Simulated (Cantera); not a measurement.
Feed: 1 mol Ta(OEt)₅, 0.027 mol H₂O, equilibrated at 0.120 bar.

Cantera equilibrium calculation (NASA polynomials, part measured and part estimated; ideal gas, pure solids and liquids). Candidate condensed phases: C, C₆H₆, C₇H₈, C₈H₁₈, H₂O, Ta, TaC, Ta₂O₅; 113 gas species. The feed counts by its element totals alone. Mutual solubility and eutectic melting of coexisting phases are not modelled. TaC: taken at fixed stoichiometry. Condensed phases not in the tables: Ta₂C. Rates play no part.

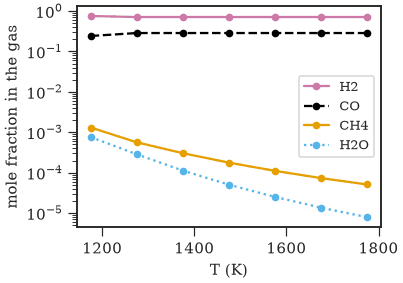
*Equilibrium gas composition (values under 1e-9 drawn at 1e-9)*

Q: Read off the mole fractions at 1675 K.

A: H₂ about 0.71, CO about 0.29, CH₄ about 7.4e-5, H₂O about 1.4e-5.
